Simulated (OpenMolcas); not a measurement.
# GaH2OF (SMILES [OH][GaH][F]) at 6 levels

Wanted: a comparison of 6 runs (HF/3-21G, B3LYP/cc-pVDZ, M06-L/cc-pVDZ, SVWN5/cc-pVDZ, revPBE/cc-pVDZ, B3LYP/6-31G*) of GaH2OF. 

The results are computed with OpenMolcas 26.06.

1 further run of the same task is left out (set aside as unsound or not needed).

## (1) Starting point

GaH2OF: 5 atoms, total charge 0, spin state singlet. As SMILES, `[OH][GaH][F]`. The shape is that of a PBE0-D4/def2-TZVP optimisation. This is one conformer, not always the lowest.

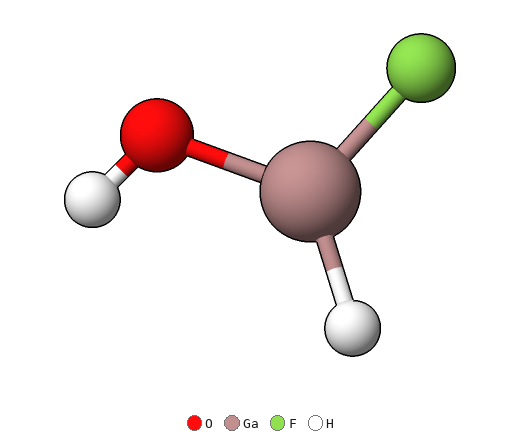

The structure, seen from a chosen angle (oxygen red, gallium pink, fluorine green, hydrogen white).

## (2) Energy and forces at HF/3-21G (run 1)

geom.xyz reads:

```xyz
5

O     -1.130400    -0.588700    -0.283800
Ga     0.383700     0.280500     0.015600
F      0.438300     1.777800    -0.881200
H     -1.210600    -1.420700     0.187200
H      1.569000    -0.122600     0.920900
```

calc.inp reads:

```
* FGaH2O Hartree-Fock
>>> EXPORT MOLCAS_PRINT=2

&gateway
 baslib
 $CurrDir
 coord
 geom.xyz
 basis
 3-21G
 group
 NoSym

&seward

&scf
 thresholds
 1e-10 1e-07 1e-07 1e-05
 prorbitals
 1 2

&alaska
```

The basis set 3-21G is read from a file made from the Basis Set Exchange's data (not shown).

The run is started by

```
$ export MOLCAS_MEM=1860
$ pymolcas calc.inp > calc.log
```

Log:

```text
--- Start Module: gateway ---
[...]
--- Stop Module: gateway /rc=_RC_ALL_IS_WELL_ ---
[...]
      Basis functions           44
[...]
--- Start Module: scf ---
[...]
       Convergence after  13 Iterations
[...]
::    Total SCF energy                              -2088.4374303347
[...]
      Total spin, S                                     0.0000000000
[...]
      Total electronic charge=   50.000000
      Total            charge=   -0.000000
[...]
      Dipole Moment (debye):
      Origin of the operator (angstrom)=    0.1610    0.3978   -0.1802
                   X=  1.2665E+00               Y= -2.9394E+00               Z=  2.5208E+00           Total=  4.0741E+00
      Quadrupole Moment (debye*angstrom):
[...]
--- Stop Module: scf /rc=_RC_ALL_IS_WELL_ ---
--- Start Module: alaska ---
[...]
 *              Molecular gradients               *
 **************************************************
  Irreducible representation: a
 ------------------------------------------------------------------------------------------
                              X                       Y                       Z
 ------------------------------------------------------------------------------------------
  O1               -3.26565353337607E-02   -1.24641109204013E-02   -1.03491218505507E-02
  GA2               2.48090582076159E-02   -2.42555433065519E-02    2.87389923076926E-02
  F3               -7.03554411998653E-04    2.72029693278739E-02   -1.72295283281851E-02
  H4                9.82012570813573E-03    7.37520384281165E-03    8.66665244861231E-04
  H5               -1.26909417001109E-03    2.14148105630296E-03   -2.02700737383044E-03
 ------------------------------------------------------------------------------------------
--- Stop Module: alaska /rc=_RC_ALL_IS_WELL_ ---
[...]
```

Run time: 1.5 s. Hardware: 1 thread of Intel Xeon 6975P-C (Granite Rapids), shared host; peak memory 0.38 GiB.

## (3) Energy and forces at B3LYP/cc-pVDZ (run 2)

calc.inp reads:

```
&GATEWAY
BASLIB=$CurrDir
COORD
5
angstrom
O       -1.130400      -0.588700      -0.283800
Ga       0.383700       0.280500       0.015600
F        0.438300       1.777800      -0.881200
H       -1.210600      -1.420700       0.187200
H        1.569000      -0.122600       0.920900
BASIS=cc-pVDZ
GROUP=NoSym
&SEWARD
GRIDINPUT
Grid=UltraFine
End of Grid
&SCF
KSDFT=B3LYP
THRESHOLDS=1e-10 1e-07 1e-07 1e-05
PRORBITALS=1
&ALASKA
```

The basis set cc-pVDZ is read from a file made from the Basis Set Exchange's data (not shown).

The run is started by

```
$ export MOLCAS_MEM=1860
$ pymolcas calc.inp > calc.log
```

Log:

```text
--- Start Module: gateway ---
[...]
--- Stop Module: gateway /rc=_RC_ALL_IS_WELL_ ---
[...]
      Basis functions           65
[...]
--- Start Module: scf ---
[...]
       Convergence after  13 Iterations
[...]
::    Total KS-DFT energy                           -2101.2042352123
[...]
      Total spin, S                                     0.0000000000
[...]
      Total electronic charge=   50.000000
      Total            charge=   -0.000000
[...]
      Dipole Moment (debye):
      Origin of the operator (angstrom)=    0.1610    0.3978   -0.1802
                   X=  7.9294E-01               Y= -2.5476E+00               Z=  2.0162E+00           Total=  3.3443E+00
      Quadrupole Moment (debye*angstrom):
[...]
--- Stop Module: scf /rc=_RC_ALL_IS_WELL_ ---
[...]
--- Start Module: alaska ---
[...]
 *              Molecular gradients               *
 **************************************************
  Irreducible representation: a
 ------------------------------------------------------------------------------------------
                              X                       Y                       Z
 ------------------------------------------------------------------------------------------
  O1                8.85995665937855E-03   -2.24139464956608E-03    6.28940801270605E-03
  GA2              -7.29325512605783E-03    4.57599541785747E-03   -6.87090185715711E-03
  F3               -5.59156646831038E-04   -1.04189051785433E-02    6.14316353681588E-03
  H4                8.40048925281778E-04    7.78161515959397E-03   -4.35311945215000E-03
  H5               -1.84759381169908E-03    3.02689250680999E-04   -1.20855024019306E-03
 ------------------------------------------------------------------------------------------
--- Stop Module: alaska /rc=_RC_ALL_IS_WELL_ ---
[...]
```

Wall time 9.9 s (1 thread of Intel Xeon 6975P-C (Granite Rapids), shared host); peak memory 0.4 GiB.

Runs 3 to 4 aren't shown in full; the table further down has their settings and results.

## (4) Energy and gradient at revPBE/cc-pVDZ (run 5)

mol.input reads:

```
&gateway
 baslib=$CurrDir
 coord
 5
 angstrom
 O       -1.130400      -0.588700      -0.283800
 Ga       0.383700       0.280500       0.015600
 F        0.438300       1.777800      -0.881200
 H       -1.210600      -1.420700       0.187200
 H        1.569000      -0.122600       0.920900
 basis=cc-pVDZ
 group=NoSym

&seward
 gridinput
 Grid=UltraFine
 End of Grid

&scf
 ksdft=revPBE
 thresholds=1e-10 1e-07 1e-07 1e-05
 prorbitals=0

&alaska
```

The basis set cc-pVDZ is read from a file made from the Basis Set Exchange's data (not shown).

The run is started by

```
$ export MOLCAS_MEM=1860
$ pymolcas mol.input > mol.log
```

Log:

```text
--- Start Module: gateway ---
[...]
--- Stop Module: gateway /rc=_RC_ALL_IS_WELL_ ---
[...]
      Basis functions           65
[...]
--- Start Module: scf ---
[...]
       Convergence after  15 Iterations
[...]
::    Total KS-DFT energy                           -2100.9523065228
[...]
      Total spin, S                                     0.0000000000
[...]
      Total electronic charge=   50.000000
      Total            charge=   -0.000000
[...]
      Dipole Moment (debye):
      Origin of the operator (angstrom)=    0.1610    0.3978   -0.1802
                   X=  6.4094E-01               Y= -2.4159E+00               Z=  1.8505E+00           Total=  3.1100E+00
      Quadrupole Moment (debye*angstrom):
[...]
--- Stop Module: scf /rc=_RC_ALL_IS_WELL_ ---
[...]
--- Start Module: alaska ---
[...]
 *              Molecular gradients               *
 **************************************************
  Irreducible representation: a
 ------------------------------------------------------------------------------------------
                              X                       Y                       Z
 ------------------------------------------------------------------------------------------
  O1                1.80649506975854E-02   -5.08728580828155E-03    1.31456108080297E-02
  GA2              -1.28600560935332E-02    8.51840704773288E-03   -1.23910133802383E-02
  F3               -6.65279388393891E-04   -1.94474970257161E-02    1.16742379013015E-02
  H4                3.95867892856616E-04    1.47528961112693E-02   -8.91713034836084E-03
  H5               -4.93548310856795E-03    1.26347967505458E-03   -3.51170498065478E-03
 ------------------------------------------------------------------------------------------
--- Stop Module: alaska /rc=_RC_ALL_IS_WELL_ ---
[...]
```

Wall time 11 s (1 thread of Intel Xeon 6975P-C (Granite Rapids), shared host); peak memory 0.4 GiB.

## (5) Energy and forces at B3LYP/6-31G(d) (Cartesian functions) (run 6)

test.input reads:

```
&gateway
  baslib = $CurrDir
  coord
  5
  angstrom
  O       -1.130400      -0.588700      -0.283800
  Ga       0.383700       0.280500       0.015600
  F        0.438300       1.777800      -0.881200
  H       -1.210600      -1.420700       0.187200
  H        1.569000      -0.122600       0.920900
  basis = 6-31Gs
  group = NoSym

&seward
  gridinput
  Grid=UltraFine
  End of Grid

&scf
  ksdft = B3LYP
  thresholds = 1e-10 1e-07 1e-07 1e-05
  prorbitals = 0

&alaska
```

The basis set 6-31G* is read from a file made from the Basis Set Exchange's data (not shown).

The run is started by

```
$ export MOLCAS_MEM=1860
$ pymolcas test.input > test.log
```

Log:

```text
--- Start Module: gateway ---
[...]
--- Stop Module: gateway /rc=_RC_ALL_IS_WELL_ ---
[...]
      Basis functions           69
[...]
--- Start Module: scf ---
[...]
       Convergence after  15 Iterations
[...]
::    Total KS-DFT energy                           -2100.9462960696
[...]
      Total spin, S                                     0.0000000000
[...]
      Total electronic charge=   50.000000
      Total            charge=   -0.000000
[...]
      Dipole Moment (debye):
      Origin of the operator (angstrom)=    0.1610    0.3978   -0.1802
                   X=  8.9845E-01               Y= -2.5011E+00               Z=  2.0458E+00           Total=  3.3538E+00
      Quadrupole Moment (debye*angstrom):
[...]
--- Stop Module: scf /rc=_RC_ALL_IS_WELL_ ---
[...]
--- Start Module: alaska ---
[...]
 *              Molecular gradients               *
 **************************************************
  Irreducible representation: a
 ------------------------------------------------------------------------------------------
                              X                       Y                       Z
 ------------------------------------------------------------------------------------------
  O1                6.99908143308292E-03   -4.34676948978563E-03    6.56416697883166E-03
  GA2              -3.86276862845847E-03   -2.97058044087173E-03   -3.01123711656359E-04
  F3               -4.78358096244413E-04   -1.41937918142432E-03    6.16007151865716E-04
  H4               -5.17573818377581E-04    7.88464832174096E-03   -5.16832744276607E-03
  H5               -2.14038088997892E-03    8.52080790373355E-04   -1.71072297632602E-03
 ------------------------------------------------------------------------------------------
--- Stop Module: alaska /rc=_RC_ALL_IS_WELL_ ---
[...]
```

Run time: 11 s. Hardware: 1 thread of Intel Xeon 6975P-C (Granite Rapids), shared host; peak memory 0.41 GiB.

## (6) The series

```
run                               level  integration grid  Cartesian functions   energy (Eh)  dipole moment (D)  HOMO energy (eV)  LUMO energy (eV)  wall time
  1                            HF/3-21G                 –                   no  -2088.437430               4.07            -12.54              1.99      1.5 s
  2                       B3LYP/cc-pVDZ         UltraFine                   no  -2101.204235               3.34             -8.78             -1.06      9.9 s
  3                       M06-L/cc-pVDZ         UltraFine                   no  -2101.084841               3.33             -7.66             -1.10       14 s
  4                       SVWN5/cc-pVDZ         UltraFine                   no  -2096.951858               3.27             -7.55             -1.77      7.5 s
  5                      revPBE/cc-pVDZ         UltraFine                   no  -2100.952307               3.11             -7.31             -1.44       11 s
  6  B3LYP/6-31G* (Cartesian functions)         UltraFine                  yes  -2100.946296               3.35             -8.73             -1.05       11 s
```

## (7) What came out

```
                       quantity           value
            run 6: total energy  -2100.94630 Eh
           run 6: dipole moment          3.35 D
             run 6: HOMO energy        -8.73 eV
             run 6: LUMO energy        -1.05 eV
           run 6: HOMO–LUMO gap         7.69 eV
run 6: largest force on an atom      0.542 eV/Å
```

**Reading.** The dipole moment (its size) runs from 3.11 D (revPBE/cc-pVDZ) to 4.07 D (HF/3-21G). The two ends differ in method and basis. The HOMO–LUMO gap runs from 5.79 eV (SVWN5/cc-pVDZ) to 14.52 eV (HF/3-21G). Totals of different functionals can't be ranked against each other. All runs together took 54 s, the longest 14 s.
